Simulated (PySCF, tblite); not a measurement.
# C₁₁H₁₃F₂N₃: electronic excitations, NMR shifts, part 2 of 2

tblite 0.8.0 and PySCF 2.14.0. Atoms count from 0.

## (5) NMR shifts: GIAO PBE0/pcSseg-1

Job settings and geometry (Å):

```
{"job": {"kind": "nmr", "xc": "PBE0", "basis": "pcSseg-1", "pop": false}, "charge": 0, "multiplicity": 1}
C      2.064561    -1.226839     0.372191
N      1.599708    -0.361938    -0.692361
C      2.655121    -0.000153    -1.609283
C      0.574333     0.530572    -0.467458
C      0.682874     1.853825    -0.907102
C     -0.329197     2.762884    -0.704886
F     -0.147851     4.030582    -1.115820
C     -1.514628     2.406328    -0.068194
C     -2.564596     3.323608     0.140302
N     -3.422604     4.064686     0.309076
C     -1.638054     1.066732     0.322329
F     -2.821886     0.711633     0.864987
C     -0.645953     0.110352     0.145170
N     -0.792693    -1.224073     0.545653
C     -1.659192    -1.552602     1.656201
C     -0.842074    -2.205846    -0.518777
H      2.397343    -2.174467    -0.053022
H      2.907281    -0.768199     0.901341
H      1.264144    -1.415751     1.078061
H      3.209502    -0.904473    -1.859111
H      2.232028     0.409189    -2.524822
H      3.360228     0.723136    -1.181592
H      1.583450     2.211695    -1.375210
H     -1.560676    -0.801678     2.437543
H     -2.716085    -1.640430     1.379862
H     -1.332235    -2.514985     2.056306
H     -0.517639    -3.170600    -0.127111
H     -0.179193    -1.908750    -1.326243
H     -1.857964    -2.317666    -0.918747
```

Level: GIAO PBE0/pcSseg-1 NMR shielding, non-relativistic, gas phase.

Log:

```text
start: PBE on a coarse grid of 24029 points
cycle   1  E = -789.5783728290  dE =  2.308e+00  |g| = 8.730e-01  |ddm| = 5.617e+00
cycle   2  E = -789.0408561597  dE =  5.375e-01  |g| = 1.783e+00  |ddm| = 3.089e+00
cycle   3  E = -789.6580396287  dE = -6.172e-01  |g| = 6.171e-01  |ddm| = 2.392e+00
cycle   4  E = -789.7439995797  dE = -8.596e-02  |g| = 1.248e-01  |ddm| = 5.869e-01
cycle   5  E = -789.7463801182  dE = -2.381e-03  |g| = 6.358e-02  |ddm| = 1.721e-01
cycle   6  E = -789.7472205325  dE = -8.404e-04  |g| = 1.510e-02  |ddm| = 7.820e-02
cycle   7  E = -789.7472596963  dE = -3.916e-05  |g| = 5.461e-03  |ddm| = 1.787e-02
final grid: 224330 points
cycle   8  E = -789.9119075174  dE = -1.023e-02  |g| = 8.057e-02  |ddm| = 5.065e-01
cycle   9  E = -789.9101443925  dE =  1.763e-03  |g| = 1.281e-01  |ddm| = 2.221e-01
cycle  10  E = -789.9131635397  dE = -3.019e-03  |g| = 2.246e-02  |ddm| = 1.430e-01
cycle  11  E = -789.9132491211  dE = -8.558e-05  |g| = 1.057e-02  |ddm| = 2.620e-02
cycle  12  E = -789.9132714523  dE = -2.233e-05  |g| = 1.880e-03  |ddm| = 1.014e-02
cycle  13  E = -789.9132737482  dE = -2.296e-06  |g| = 6.230e-04  |ddm| = 2.318e-03
cycle  14  E = -789.9132720519  dE =  1.696e-06  |g| = 2.673e-04  |ddm| = 9.866e-04
cycle  15  E = -789.9132708445  dE =  1.207e-06  |g| = 7.836e-05  |ddm| = 3.520e-04
converged SCF energy = -789.9132708445

GIAO shielding tensors (ppm)
atom      isotropic    diamagn.    paramagn.     s11        s22        s33       span
  0 C      150.709     249.918     -99.209    123.749    139.529    188.850     65.101
  1 N      190.269     330.620    -140.350    143.277    205.908    221.623     78.345
  2 C      144.525     245.539    -101.014    123.400    127.525    182.649     59.248
  3 C       33.039     255.763    -222.724    -32.251     -9.382    140.750    173.001
  4 C       82.021     261.674    -179.653     10.845     70.262    164.956    154.111
  5 C       16.613     251.039    -234.426    -65.177     27.338     87.679    152.856
  6 F      285.693     474.537    -188.844    201.845    287.769    367.464    165.620
  7 C       99.170     265.910    -166.740     47.789     96.637    153.085    105.296
  8 C       71.626     251.779    -180.152    -39.858    -38.847    293.584    333.442
  9 N      -64.893     339.139    -404.031   -239.653   -175.345    220.320    459.973
 10 C       17.425     246.462    -229.037    -51.975     21.853     82.398    134.373
 11 F      294.665     475.113    -180.448    230.659    258.683    394.654    163.995
 12 C       56.555     259.856    -203.301      8.903     27.280    133.483    124.580
 13 N      218.519     329.689    -111.170    173.425    229.640    252.493     79.068
 14 C      142.859     245.524    -102.665    122.473    124.734    181.370     58.896
 15 C      147.157     249.368    -102.211    120.449    133.088    187.935     67.486
 16 H       29.108      32.123      -3.016     25.601     26.584     35.138      9.537
 17 H       29.723      31.285      -1.562     25.346     26.811     37.012     11.667
 18 H       26.572      33.967      -7.395     18.688     28.564     32.465     13.777
 19 H       28.913      28.867       0.046     24.040     27.250     35.448     11.408
 20 H       28.840      30.206      -1.365     24.525     26.667     35.330     10.804
 21 H       28.875      29.023      -0.147     24.656     26.510     35.460     10.804
 22 H       25.363      32.937      -7.575     19.972     24.959     31.158     11.186
 23 H       28.642      31.114      -2.472     24.455     26.848     34.623     10.168
 24 H       28.298      29.687      -1.390     22.806     27.795     34.292     11.487
 25 H       28.975      29.993      -1.018     23.613     27.302     36.011     12.398
 26 H       29.364      31.893      -2.530     25.328     26.872     35.891     10.563
 27 H       28.614      33.735      -5.121     22.341     30.542     32.959     10.618
 28 H       29.336      30.840      -1.504     24.508     27.205     36.295     11.787
```

Run time: 51 s. Hardware: 1 thread of Arm Neoverse V1, shared host; peak memory 0.77 GiB.

Shifts follow as δ = σ(reference) − σ, with reference shieldings (ppm) from runs at the same level and on the same kind of geometry: 1H TMS 31.72, 13C TMS 186.9, 19F CFCl3 170.9, 15N NH3 267.7. The references are single molecules in the gas phase, so shifts against H2O, NH3, PH3, H3PO4 or CFCl3 are not on the usual liquid scales and can be off by tens of ppm. Atoms listed in one row are averaged.

```
                       atoms                              environment  σ (ppm)  δ (ppm)  δ scaled to CDCl3
                          C5         aromatic carbon bearing fluorine     16.6    170.3              164.3
                         C10         aromatic carbon bearing fluorine     17.4    169.5              163.5
                          C3         aromatic carbon bearing nitrogen     33.0    153.9              148.3
                         C12         aromatic carbon bearing nitrogen     56.6    130.4              125.3
                          C8                           nitrile carbon     71.6    115.3              110.6
                          C4                              aromatic CH     82.0    104.9              100.5
                          C7              substituted aromatic carbon     99.2     87.8               83.7
                    C14, C15                methyl carbon bonded to N    145.0     41.9               39.0
                      C0, C2                methyl carbon bonded to N    147.6     39.3               36.4
                         H22               hydrogen on an aromatic CH    25.36     6.35               6.10
H16, H17, H18, H19, H20, H21  hydrogen on a methyl carbon bonded to N    28.67     3.05               2.98
H23, H24, H25, H26, H27, H28  hydrogen on a methyl carbon bonded to N    28.87     2.85               2.79
                          N9                         nitrile nitrogen    -64.9    332.6                  –
                          N1                    aniline-type nitrogen    190.3     77.5                  –
                         N13                    aniline-type nitrogen    218.5     49.2                  –
                          F6                            aryl fluorine    285.7   -114.7                  –
                         F11                            aryl fluorine    294.7   -123.7                  –
```

The scaled column applies a straight-line fit of computed shieldings to shifts measured in CDCl3, and one for carbons that bear F (root-mean-square error 0.16 ppm for H, 1.9 ppm for C).

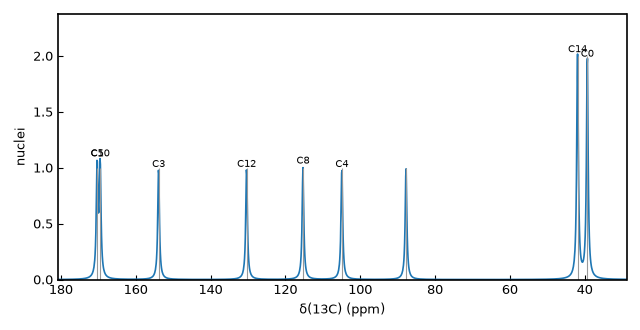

13C lines at the computed shifts, without couplings. Lines are broadened to a width of 0.52 ppm (Lorentzian).

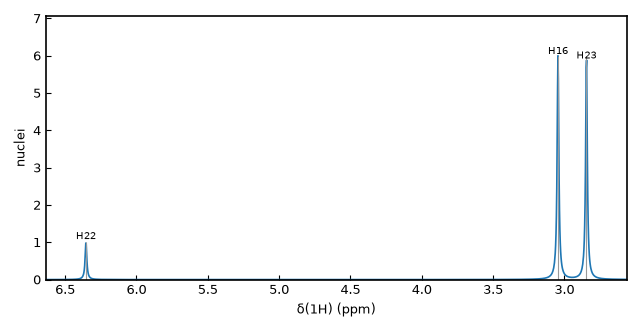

1H lines at the computed shifts, without couplings. Lines are broadened to a width of 0.01 ppm (Lorentzian).

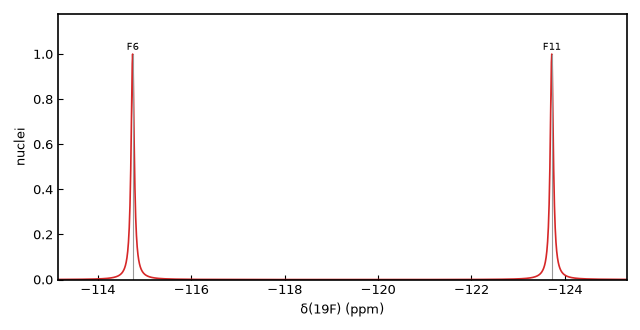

19F lines at the computed shifts, without couplings. Lines are broadened to a width of 0.08 ppm (Lorentzian).

Ring of atoms C3, C4, C5, C7, C10, C12: NICS(0) -12.0, NICS(1) -10.1, NICS(1)zz -19.6 ppm (means of both faces).

## (6) Results

What follows sums up all 2 parts.

```
                                                               quantity                                                           value
                              strongest single infrared mode (GFN2-xTB)                                           1575 cm⁻¹, 370 km/mol
                                           zero-point energy (GFN2-xTB)                                                  139.6 kcal/mol
                                           lowest singlet (PBE0/6-31G*)                                     4.16 eV (298 nm), f = 0.092
                               brightest single state of those computed                                     state 3, 5.15 eV, f = 0.386
                                                         lowest triplet                                                         3.21 eV
13C shifts against TMS (PBE0/pcSseg-1, means over atoms taken as alike)  170.3, 169.5, 153.9, 130.4, 115.3, 104.9, 87.8, 41.9, 39.3 ppm
 1H shifts against TMS (PBE0/pcSseg-1, means over atoms taken as alike)                                            6.35, 3.05, 2.85 ppm
                                 15N shifts against NH3 (PBE0/pcSseg-1)                                           332.6, 77.5, 49.2 ppm
                               19F shifts against CFCl3 (PBE0/pcSseg-1)                                              -114.7, -123.7 ppm
```

What this shows: All 81 modes are real, so the xTB geometry is a minimum. The strongest single mode, at 1575 cm⁻¹, is spread over several atoms, C4, C5, C10, C12 among them. Unscaled tight-binding wavenumbers are off by several per cent, some by more. Its intensities can rank the bands wrongly. The first singlet state (HOMO→LUMO 0.83, HOMO−1→LUMO 0.10) lies at 4.16 eV and is bright; of the 6 states computed, the strongest absorption comes from state 3 at 5.15 eV. The lowest triplet lies 0.95 eV below the lowest singlet (triplets in Tamm-Dancoff, singlets in full TDDFT). H22 (hydrogen on an aromatic CH) lies farthest downfield among hydrogen, at 6.35 ppm; aromatic region. At PBE0/pcSseg-1: The largest span, 460 ppm, is at N9, where the paramagnetic term is -404 ppm. NICS(1)zz of -20 ppm above the planar ring from C3 marks a diatropic (aromatic) ring current.
